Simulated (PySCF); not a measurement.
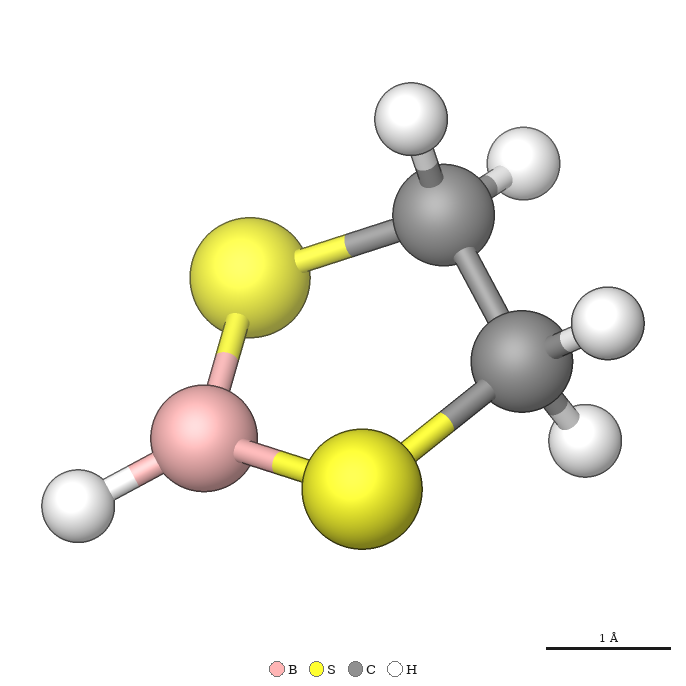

A ball-and-stick model of a molecule. Every bond is drawn as one stick, whatever its order.

The geometry was computed by an optimisation with GFN2-xTB. No frequency run is at hand to confirm it as a minimum.

> Which formula does it have?

C₂H₅BS₂, 10 atoms: 2 carbon, 5 hydrogen, 1 boron and 2 sulfur.

> Describe its rings.

Independent rings (smallest set): 1 of 5 members.

> How many bonds of each kind are drawn?

4 C–H, 2 B–S, 2 C–S, 1 C–C, 1 B–H.

> Name some functional groups or characteristic bonds that it holds.

Among them: B–H bond.

> What is its SMILES?

B1SCCS1

The parts below concern this one geometry. Atoms keep their numbers from picture to picture.

**Geometry**

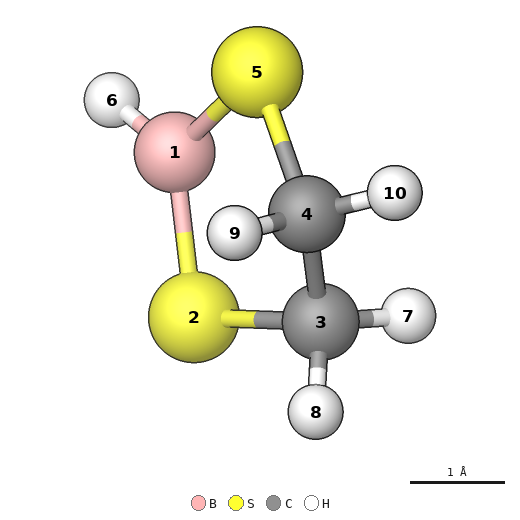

Atoms carry their numbers in the input. No frequency run is at hand to confirm it as a minimum.

Give the bond lengths.

| bond | length (Å) | order |
| --- | --- | --- |
| B1–S2 | 1.774 | single |
| B1–S5 | 1.774 | single |
| B1–H6 | 1.161 | single |
| S2–C3 | 1.842 | single |
| C3–C4 | 1.511 | single |
| C3–H7 | 1.091 | single |
| C3–H8 | 1.089 | single |
| C4–S5 | 1.842 | single |
| C4–H9 | 1.091 | single |
| C4–H10 | 1.089 | single |

**Core levels**

No frequency run is at hand to confirm it as a minimum. Method: delta-SCF UKS SCAN, pcX-2 on the ionised atom, pcseg-1 elsewhere, spin-free X2C (PySCF 2.14.0).

Give the core-electron binding energies (to vacuum; p and d levels without spin–orbit splitting) of B1 1s, S2 1s, S2 2p, C3 1s.

```json
{"atom": "B1", "level": "1s", "binding energy (eV)": "195.8"}
{"atom": "S2", "level": "1s", "binding energy (eV)": "2477.0"}
{"atom": "S2", "level": "2p", "binding energy (eV)": "169.5"}
{"atom": "C3", "level": "1s", "binding energy (eV)": "291.7"}
```

**Dipole moment**

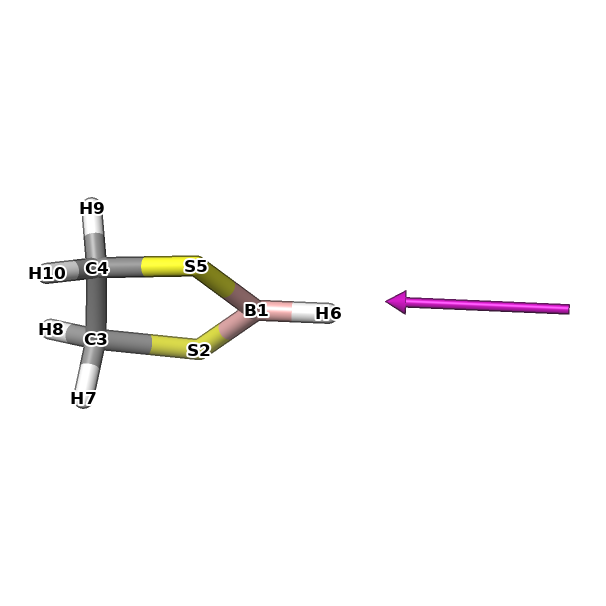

The arrow beside the molecule shows the direction of the dipole moment, from the negative to the positive end (its length means nothing). No frequency run is at hand to confirm it as a minimum. Properties computed with CAM-B3LYP/def2-SVPD, gas phase (PySCF 2.14.0).

> How large is the dipole moment?

2.30 D; it points from the side of H6 to the side of H8, H10 (the outermost atoms at the two ends).

**Excitation**

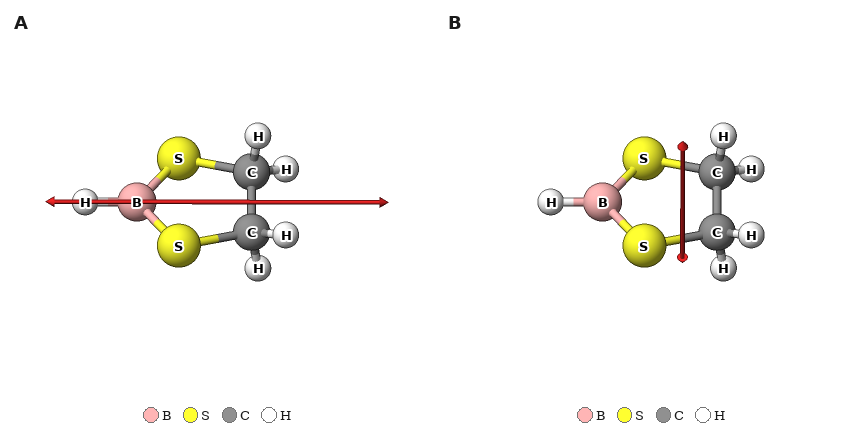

The double arrows show the directions of two transition dipoles from the ground state (lengths mean nothing). No frequency run is at hand to confirm it as a minimum. Level of theory: TDDFT CAM-B3LYP/def2-SVPD, vertical, gas phase, core orbitals frozen in the response (PySCF 2.14.0).

> One belongs to singlet state 6 and one to singlet state 7. Which is which?

A: state 6, 7.06 eV (176 nm), oscillator strength 0.047, mainly HOMO−2 → LUMO (weight 0.57).
B: state 7, 7.18 eV (173 nm), oscillator strength 0.067, mainly HOMO → LUMO+4 (weight 0.81).

The geometry is semi-empirical. Around B such bond lengths and angles can be off by a tenth of an ångström or more and by several degrees, and values that hang on the shape move with them.
